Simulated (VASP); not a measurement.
**TiO2 (Anatase): cell size against the level of theory**

How close do the usual functionals, with and without dispersion, come to the cell of TiO2 (Anatase)? The levels: PBE, LDA, r2SCAN and PBE + D3(BJ). The start is a cell from a database of measured crystal structures.

Program: VASP 6.6.1. Level of theory: PBE; plane waves and PAW (Ti_sv, O), in the first sound run; inputs show where later runs differ. Results are calculated unless marked as measured.

The experiments to compare with:

For TiO2, anatase (single crystal, quoted from earlier work), “Preparation of hydrogen, fluorine and chlorine doped and co-doped titanium dioxide photocatalysts: a theoretical and experimental approach” (2021, pmc:7952686) quotes earlier work: lattice constant a (a = b, tetragonal cell) 3.782 Å [literature value quoted in the paper's theory part]; lattice constant c (c, tetragonal cell) 9.502 Å [literature value quoted in the paper's theory part].

## Step 1: Starting point

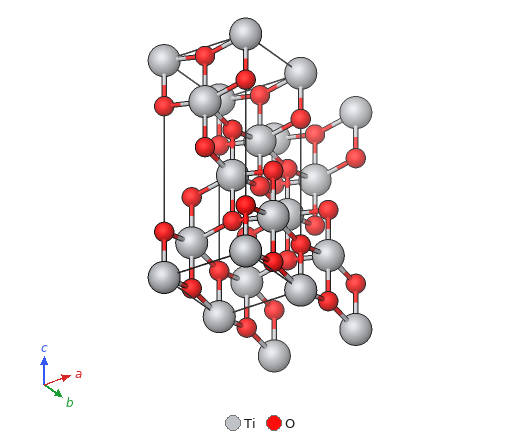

The starting structure, seen from a free direction (titanium light grey, oxygen red). 1×2×1 cells are drawn. This picture shows the conventional cell, with its axes. Some periodic images of atoms are drawn too.

Coordinates:

```xyz
6
Lattice="0.0000 -3.7850 0.0000 -3.7850 0.0000 0.0000 1.8925 -1.8925 -4.7598" Properties=species:S:1:pos:R:3 pbc="T T T"
Ti    0.0000    0.0000    0.0000
Ti   -1.8925   -3.7850   -2.3799
O    -1.8925   -1.8925   -2.7591
O    -1.8925   -3.7850   -0.3792
O    -1.8925   -3.7850   -4.3806
O     0.0000   -3.7850   -2.0007
```

## Step 2: Relaxation with PBE

Properties are meant for the cell that this level of theory prefers, so cell and atoms are relaxed first (ISIF = 3) until forces and stress are small; EDIFFG sets the threshold. PBE, the usual starting point, adds the gradient of the density.

INCAR reads:

```
SYSTEM = TiO2
PREC = Accurate
ENCUT = 560
EDIFF = 1E-06
NELM = 100
ISMEAR = -1
SIGMA = 0.05
LREAL = .FALSE.
ALGO = Normal
GGA = PE
NBANDS = 30
LASPH = .TRUE.
LORBIT = 11
LWAVE = .FALSE.
LCHARG = .FALSE.
KPAR = 2
IBRION = 2
NSW = 60
ISIF = 3
EDIFFG = -0.01
```

POSCAR reads:

```
TiO2
1.0
    0.0000000000     -3.7850000000      0.0000000000
   -3.7850000000      0.0000000000      0.0000000000
    1.8925000000     -1.8925000000     -4.7598000000
Ti O
2 4
Direct
    0.0000000000      0.0000000000      0.0000000000
    0.7500000000      0.7500000000      0.5000000000
    0.2101700000      0.7898300000      0.5796600000
    0.9601700000      0.5398300000      0.0796600000
    0.5398300000      0.9601700000      0.9203400000
    0.7898300000      0.2101700000      0.4203400000
```

KPOINTS reads:

```
Automatic mesh
0
Gamma
6 6 6
0 0 0
```

The projector-augmented-wave data sets are Ti_sv and O (PBE family, release 64).

Command:

```sh
$ mpirun -np 2 vasp_std
```

The program printed:

```text
[banner, memory and clock lines left out]
running    2 mpi-ranks, on    1 nodes
 distrk:  each k-point on    1 cores,    2 groups
 distr:  one band on    1 cores,    1 groups

 POSCAR found type information on POSCAR TiO
 POSCAR found :  2 types and       6 ions
 LDA part: xc-table for (Slater+PW92), standard interpolation
 POSCAR, INCAR and KPOINTS ok, starting setup
 FFT: planning ... GRIDC
 FFT: planning ... GRID_SOFT
 FFT: planning ... GRID
 WAVECAR not read
 entering main loop
       N       E                     dE             d eps       ncg     rms          rms(c)
DAV:   1     0.692644750214E+03    0.69264E+03   -0.25819E+04  1800   0.195E+03
DAV:   2     0.483212758548E+02   -0.64432E+03   -0.61368E+03  1932   0.563E+02
DAV:   3    -0.656737285754E+02   -0.11400E+03   -0.11059E+03  2714   0.211E+02
DAV:   4    -0.708017138533E+02   -0.51280E+01   -0.51214E+01  2564   0.464E+01
DAV:   5    -0.710193907162E+02   -0.21768E+00   -0.21761E+00  2502   0.771E+00    0.321E+01
DAV:   6    -0.542455183637E+02    0.16774E+02   -0.10403E+02  2318   0.974E+01    0.115E+01
DAV:   7    -0.539940735787E+02    0.25144E+00   -0.15583E+01  2352   0.325E+01    0.852E+00
DAV:   8    -0.538685265733E+02    0.12555E+00   -0.24828E+00  2218   0.158E+01    0.311E+00
DAV:   9    -0.538271219303E+02    0.41405E-01   -0.51091E-01  2618   0.608E+00    0.107E+00
DAV:  10    -0.538322965636E+02   -0.51746E-02   -0.75374E-02  2052   0.220E+00    0.494E-01
DAV:  11    -0.538284429994E+02    0.38536E-02   -0.26213E-02  2402   0.108E+00    0.114E-01
DAV:  12    -0.538284562520E+02   -0.13253E-04   -0.27261E-03  2018   0.517E-01    0.857E-02
DAV:  13    -0.538284006246E+02    0.55627E-04   -0.22987E-04  2102   0.166E-01    0.194E-02
DAV:  14    -0.538284097265E+02   -0.91019E-05   -0.61349E-05  2522   0.695E-02    0.173E-02
DAV:  15    -0.538284074361E+02    0.22904E-05   -0.24964E-05  2300   0.464E-02    0.295E-03
DAV:  16    -0.538284074127E+02    0.23384E-07   -0.81681E-07   972   0.961E-03
   1 F= -.53828407E+02 E0= -.53828407E+02  d E =-.538284E+02
 curvature:   0.00 expect dE= 0.000E+00 dE for cont linesearch  0.000E+00
 trial: gam= 0.00000 g(F)=  0.642E-02 g(S)=  0.955E-01 ort = 0.000E+00 (trialstep = 0.100E+01)
 search vector abs. value=  0.102E+00
 bond charge predicted
       N       E                     dE             d eps       ncg     rms          rms(c)
DAV:   1    -0.545779030080E+02   -0.74950E+00   -0.24772E+01  2512   0.520E+01    0.766E+00
DAV:   2    -0.539481208862E+02    0.62978E+00   -0.27063E+00  2024   0.161E+01    0.309E+00
DAV:   3    -0.538366312066E+02    0.11149E+00   -0.10809E+00  2210   0.610E+00    0.138E+00
DAV:   4    -0.538179185252E+02    0.18713E-01   -0.23217E-01  2590   0.363E+00    0.657E-01
DAV:   5    -0.538235266818E+02   -0.56082E-02   -0.17515E-02  2194   0.999E-01    0.400E-01
DAV:   6    -0.538323223945E+02   -0.87957E-02   -0.18911E-02  2836   0.547E-01    0.270E-01
DAV:   7    -0.538333891546E+02   -0.10668E-02   -0.16038E-03  2356   0.257E-01    0.141E-01
DAV:   8    -0.538335369602E+02   -0.14781E-03   -0.51389E-04  2290   0.199E-01    0.209E-02
DAV:   9    -0.538335451743E+02   -0.82140E-05   -0.49000E-05  2282   0.497E-02    0.905E-03
DAV:  10    -0.538335452398E+02   -0.65525E-07   -0.29638E-06  1838   0.131E-02
   2 F= -.53833545E+02 E0= -.53833545E+02  d E =-.513783E-02
[... from here on, the cycles between the ionic steps are left out ...]
   3 F= -.53854487E+02 E0= -.53854487E+02  d E =-.260796E-01
   4 F= -.53858649E+02 E0= -.53858649E+02  d E =-.416148E-02
   5 F= -.53858663E+02 E0= -.53858663E+02  d E =-.417545E-02
   6 F= -.53860962E+02 E0= -.53860962E+02  d E =-.229918E-02
   7 F= -.53864653E+02 E0= -.53864653E+02  d E =-.599007E-02
   8 F= -.53864836E+02 E0= -.53864836E+02  d E =-.617363E-02
   9 F= -.53864533E+02 E0= -.53864533E+02  d E =0.303433E-03
 trial-energy change:    0.000303  1 .order    0.000340   -0.000855    0.001535
 step:   0.6153(harm=  0.5798)  dis= 0.00008  next Energy=   -53.865000 (dE=-0.164E-03)
 bond charge predicted
       N       E                     dE             d eps       ncg     rms          rms(c)
DAV:   1    -0.538687079478E+02   -0.41754E-02   -0.12833E-01  2488   0.375E+00    0.541E-01
DAV:   2    -0.538655880646E+02    0.31199E-02   -0.11580E-02  2190   0.108E+00    0.214E-01
DAV:   3    -0.538649848020E+02    0.60326E-03   -0.47663E-03  2196   0.405E-01    0.777E-02
DAV:   4    -0.538649511474E+02    0.33655E-04   -0.99971E-04  2680   0.209E-01    0.548E-02
DAV:   5    -0.538649753719E+02   -0.24225E-04   -0.63530E-05  2170   0.668E-02    0.337E-02
DAV:   6    -0.538650101471E+02   -0.34775E-04   -0.98138E-05  3116   0.506E-02    0.176E-02
DAV:   7    -0.538650112441E+02   -0.10970E-05   -0.49884E-06  1910   0.182E-02    0.891E-03
DAV:   8    -0.538650111287E+02    0.11540E-06   -0.16365E-06  1318   0.127E-02
  10 F= -.53865011E+02 E0= -.53865011E+02  d E =-.174997E-03
 curvature:  -0.32 expect dE=-0.111E-04 dE for cont linesearch -0.760E-07
 trial: gam= 0.09249 g(F)=  0.139E-04 g(S)=  0.210E-04 ort =-0.118E-04 (trialstep = 0.142E+01)
 search vector abs. value=  0.377E-04
 reached required accuracy - stopping structural energy minimisation
```

Wall time 96 s (2 MPI ranks of Intel Xeon 6975P-C (Granite Rapids), shared host); peak memory 0.43 GiB.

Lines that name or quote the potential files are left out of all logs, and their timing lines are given in words.

From OUTCAR (step 2):

```text
ion  position               nearest neighbor table
   1  0.000  0.000  0.000-   4 1.93   5 1.93   5 1.93   4 1.93   3 2.00   6 2.00
   2  0.750  0.750  0.500-   3 1.93   6 1.93   6 1.93   3 1.93   5 2.00   4 2.00
   3  0.210  0.790  0.580-   2 1.93   2 1.93   1 2.00
   4  0.960  0.540  0.080-   1 1.93   1 1.93   2 2.00
   5  0.540  0.960  0.920-   1 1.93   1 1.93   2 2.00
   6  0.790  0.210  0.420-   2 1.93   2 1.93   1 2.00

  LATTYP: Found a body centered tetragonal cell.
 ALAT       =     3.7850000000
 C/A-ratio  =     2.5150858653

 Subroutine GETGRP returns: Found 16 space group operations
 (whereof  8 operations were pure point group operations)

The static configuration has the point symmetry D_2d.
 The point group associated with its full space group is D_4h.

 Found     30 irreducible k-points:

   k-points           NKPTS =     30   k-points in BZ     NKDIM =     30   number of bands    NBANDS=     30

   dimension x,y,z NGX =    30 NGY =   30 NGZ =   42
   dimension x,y,z NGXF=    60 NGYF=   60 NGZF=   84

   ENCUT  =  560.0 eV  41.16 Ry    6.42 a.u.   7.30  7.30 10.54*2*pi/ulx,y,z

   NELECT =      48.0000    total number of electrons

 k-points in reciprocal lattice and weights: Automatic mesh
   0.00000000  0.00000000  0.00000000       0.005
   0.16666667  0.00000000  0.00000000       0.037
   0.33333333  0.00000000 -0.00000000       0.037
   0.50000000  0.00000000  0.00000000       0.019
   0.16666667  0.16666667  0.00000000       0.019
   0.33333333  0.16666667 -0.00000000       0.074
   0.50000000  0.16666667  0.00000000       0.074
  -0.33333333  0.16666667  0.00000000       0.074
  -0.16666667  0.16666667  0.00000000       0.037
[...]
-0.16666667  0.16666667  0.33333333       0.019
   0.00000000  0.00000000  0.50000000       0.005

 average (electrostatic) potential at core
       1 -77.4971       2 -77.4971       3 -70.5574       4 -70.5574       5 -70.5574
       6 -70.5574

 E-fermi :   4.1997

 k-point     1 :       0.0000    0.0000    0.0000
  band No.  band energies     occupation
    ...
     20       2.3227      2.00000
     21       2.3227      2.00000
     22       2.3346      2.00000
     23       2.7055      2.00000
     24       2.7055      2.00000
     25       5.2212      0.00000
     26       5.8836      0.00000
     27       7.0685      0.00000
     28       7.0685      0.00000
     29       7.0768      0.00000
    ...

 k-point     2 :       0.1667    0.0000    0.0000
  band No.  band energies     occupation
    ...
     20       1.7950      2.00000
     21       2.1576      2.00000
     22       2.3621      2.00000
     23       2.3940      2.00000
     24       2.7085      2.00000
     25       5.7531      0.00000
     26       5.9992      0.00000
     27       6.5110      0.00000
     28       6.7123      0.00000
     29       6.9927      0.00000
    ...

 k-point     3 :       0.3333    0.0000   -0.0000
  band No.  band energies     occupation
    ...
     20       1.3206      2.00000
     21       1.5523      2.00000
     22       2.2941      2.00000
     23       2.3203      2.00000
     24       2.5564      2.00000
     25       6.1424      0.00000
     26       6.3989      0.00000
     27       6.5906      0.00000
     28       6.5925      0.00000
     29       6.9713      0.00000
    ...

  Total        0.0029841      0.0029841      0.0509332      0.0000000      0.0000000     -0.0000000
  in kB        0.0681008      0.0681008      1.1623623      0.0000000      0.0000000     -0.0000000
  external PRESSURE =       0.4328546 kB  Pullay stress =       0.0000000 kB

  energy-cutoff  :      560.00
  volume of cell :       70.21
      direct lattice vectors                 reciprocal lattice vectors
     0.000000000 -3.802578810 -0.000000000     0.000000000 -0.262979428  0.102980859
    -3.802578810  0.000000000  0.000000000    -0.262979428  0.000000000 -0.102980859
     1.901289405 -1.901289405 -4.855271194     0.000000000  0.000000000 -0.205961719

 POSITION                                       TOTAL-FORCE (eV/Angst)
 -----------------------------------------------------------------------------------
     -0.00000     -0.00000     -0.00000        -0.000000     -0.000000      0.000000
     -1.90129     -3.80258     -2.42764        -0.000000      0.000000      0.000000
     -1.90129     -1.90129     -2.85097        -0.000000      0.000000      0.008485
     -1.90129     -3.80258     -0.42334        -0.000000      0.000000      0.008485
     -1.90129     -3.80258     -4.43193         0.000000     -0.000000     -0.008485
      0.00000     -3.80258     -2.00430         0.000000     -0.000000     -0.008485
 -----------------------------------------------------------------------------------
    total drift:                               -0.000000     -0.000000     -0.000000

  FREE ENERGIE OF THE ION-ELECTRON SYSTEM (eV)
  ---------------------------------------------------
  free  energy   TOTEN  =       -53.8650111287 eV

  energy  without entropy=      -53.8650111286  energy(sigma->0) =      -53.86501113

 reached required accuracy - stopping structural energy minimisation

 total charge
# of ion       s       p       d       tot
------------------------------------------
    1        2.218   6.282   1.721  10.221
    2        2.218   6.282   1.721  10.221
    3        1.569   3.494   0.000   5.063
    4        1.569   3.494   0.000   5.063
    5        1.569   3.494   0.000   5.063
    6        1.569   3.494   0.000   5.063
--------------------------------------------------
tot         10.713  26.539   3.442  40.694

[... 3 further parts left out ...]
```

CONTCAR:

```
TiO2
   1.00000000000000
     0.0000000000000000   -3.8025788095763549   -0.0000000000000000
    -3.8025788095763549    0.0000000000000000    0.0000000000000000
     1.9012894047881774   -1.9012894047881774   -4.8552711943164120
  Ti              O
     2     4
Direct
     0.0000000000000000    0.0000000000000000    0.0000000000000000
     0.7500000000000000    0.7500000000000000    0.5000000000000000
     0.2064044679307817    0.7935955320692183    0.5871910641384295
     0.9564044679307817    0.5435955320692183    0.0871910641384294
     0.5435955320692183    0.9564044679307817    0.9128089358615705
     0.7935955320692183    0.2064044679307817    0.4128089358615706
```

This run has no spin polarisation, although Ti can carry a moment. The gap is read on the k-mesh alone, so it is an upper bound where the band edges lie off the mesh. The run keeps the 16 symmetry operations of its start, so it cannot find a distortion of lower symmetry.

Step by step:

```tsv
step	energy less that of the first step (eV)	largest force (eV/Å)	pressure (GPa)	volume (Å³)
1	0.0000	0.1824	4.55	68.19
2	-0.0051	0.2205	-4.48	71.43
3	-0.0261	0.1978	-0.43	69.87
4	-0.0302	0.0393	0.12	69.85
5	-0.0303	0.0262	0.16	69.85
6	-0.0326	0.0214	0.08	69.95
7	-0.0362	0.0013	-0.24	70.25
8	-0.0364	0.0087	-0.30	70.34
9	-0.0361	0.0085	0.65	69.99
10	-0.0366	0.0085	0.04	70.21
```

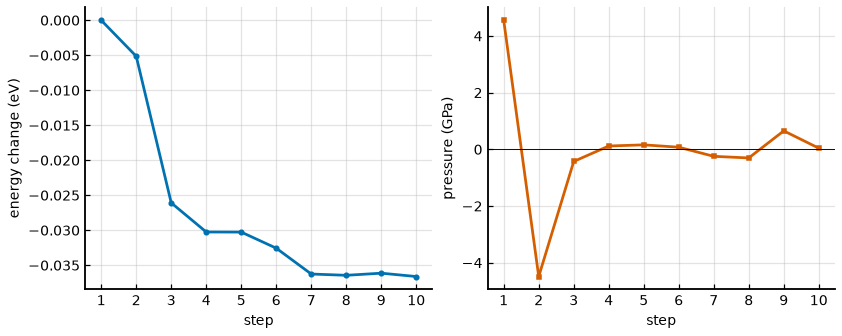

Energy and pressure along the relaxation.

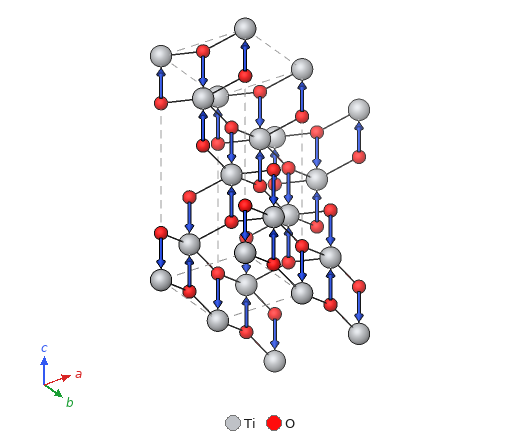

Displacements in the relaxation, exaggerated, measured against the changing cell; the longest in the cell stands for 0.04 Å. 1×2×1 conventional cells are drawn. Some periodic images of atoms are drawn too.

```tsv
conventional cell, symmetrised	before	after	change
a (Å)	3.785	3.803	+0.5 %
b (Å)	3.785	3.803	+0.5 %
c (Å)	9.520	9.711	+2.0 %
volume (Å³/atom)	11.36	11.70	+3.0 %
```

The atoms that moved most (Å, as changes of fractional coordinates times the final cell):

```tsv
atom	dx	dy	dz	length
O4	0.000	0.000	-0.037	0.037
O5	0.000	0.000	0.037	0.037
O6	0.000	0.000	0.037	0.037
O3	0.000	0.000	-0.037	0.037
```

The relaxed structure:

```
Ti O
1.0
     0.00000   -3.80258    0.00000
    -3.80258    0.00000    0.00000
     1.90129   -1.90129   -4.85527
Ti O
2 4
Direct
  0.00000 0.00000 0.00000
  0.75000 0.75000 0.50000
  0.20640 0.79360 0.58719
  0.95640 0.54360 0.08719
  0.54360 0.95640 0.91281
  0.79360 0.20640 0.41281
```

Numbers from this step:

- electrons: 48
- bands: 30
- irreducible k-points: 30
- symmetry operations: 16
- free energy (TOTEN): -53.8650 eV
- Fermi energy: 4.200 eV
- pressure: 0.04329 GPa
- metallic: no
- valence top at k: 0.5, 0.5, 0
- conduction bottom at k: 0, 0, 0
- least direct gap at k: 0, 0, 0.3333
- SCF cycles over all ionic steps: 85
- gap on the k-mesh: 2.152 eV
- least direct gap on the k-mesh: 2.409 eV

It ends with a largest force of 0.008 eV/Å and a pressure of 0.04 GPa. The volume lies +3.0 % from that of the database's start. The conventional cell has a = 3.803 and c = 9.711 Å.

(Part 1 of 3 ends here.)

[Lines on the potential files, build, host, timing and source positions are cut from VASP's logs without a mark.]

[Logs are printed without paths, hosts, clocks, repeated set-up lines and the standing remarks that a program may print on its own settings, such as how far it seeks lower states.]

[Hosts, paths, dates, database ids (printed as entryN), source tags and the programs' standing remarks are cut or masked in the printed files.]

[A measured line is paired with the nearest computed mode of its activity, which favours agreement.]

[In band tables of VASP the shares of atoms and orbitals are scaled to a sum of 1 inside the atoms' spheres.]
